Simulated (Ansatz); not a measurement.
```yaml
atoms:
  - { symbol: Al, position_ang: [-0.1985, 0.5122, -0.3985] }
  - { symbol: Cl, position_ang: [-0.0819, 0.0603, 3.0005] }
  - { symbol: H, position_ang: [1.1282, -0.3467, -0.5051] }
  - { symbol: N, position_ang: [-1.7261, -0.0529, -1.1342] }
  - { symbol: H, position_ang: [-1.8210, -0.9742, -1.5627] }
  - { symbol: H, position_ang: [-2.6144, 0.4458, -1.1667] }
  - { symbol: O, position_ang: [-0.0873, 2.1113, 0.3486] }
  - { symbol: H, position_ang: [-0.9035, 2.6421, 0.3842] }
  - { symbol: H, position_ang: [0.1045, 1.2197, 2.3504] }
```

Not at a stationary point (largest force 0.8 eV/Å).

Level of theory: Ansatz, RKS PBE-D4/6-31G*.

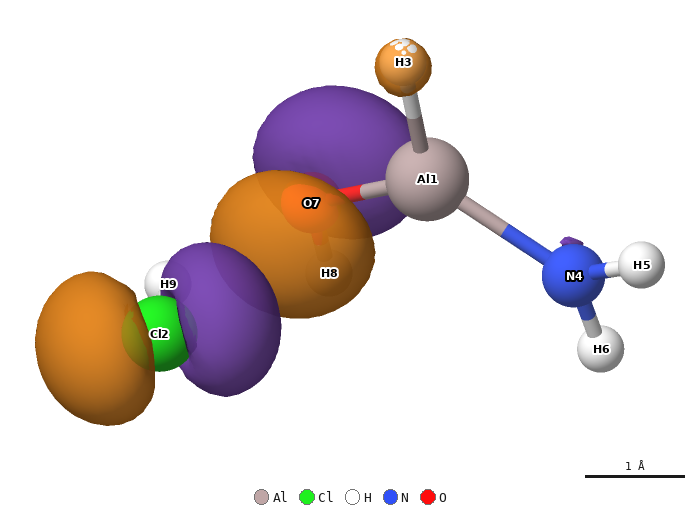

AlH$_{4}$NO···HCl. The HOMO−1 at ±0.15 Å⁻³ᐟ² (orange and purple are the two phases), seen from one side.

> What is the character of this orbital?

It lies mainly on O7 (about 55 %) and Cl2 (about 25 %). Its energy is −7.23 eV.
